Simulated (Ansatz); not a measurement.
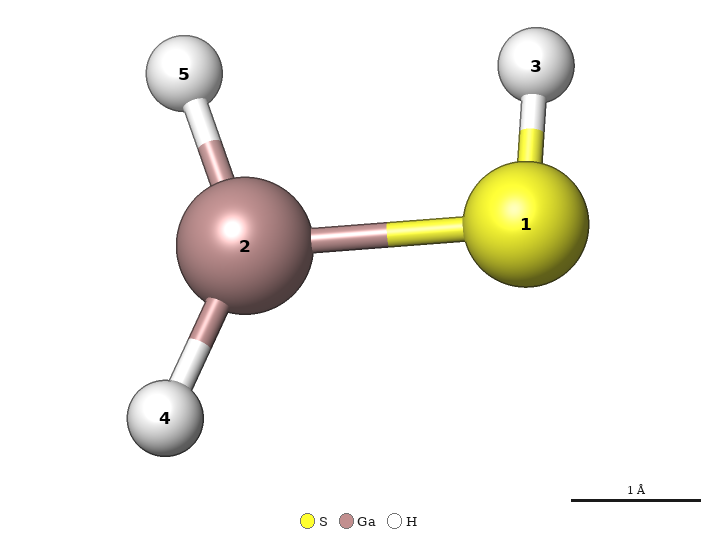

The picture comes from a calculation with Ansatz.

Numbered structure. Geometry: moved along internal coordinates away from the minimum.

Estimate the angles Ga2–S1–H3, S1–Ga2–H4, S1–Ga2–H5, H4–Ga2–H5.

```csv
angle,degrees
Ga2–S1–H3,95.0
S1–Ga2–H4,115.2
S1–Ga2–H5,106.1
H4–Ga2–H5,138.7
```
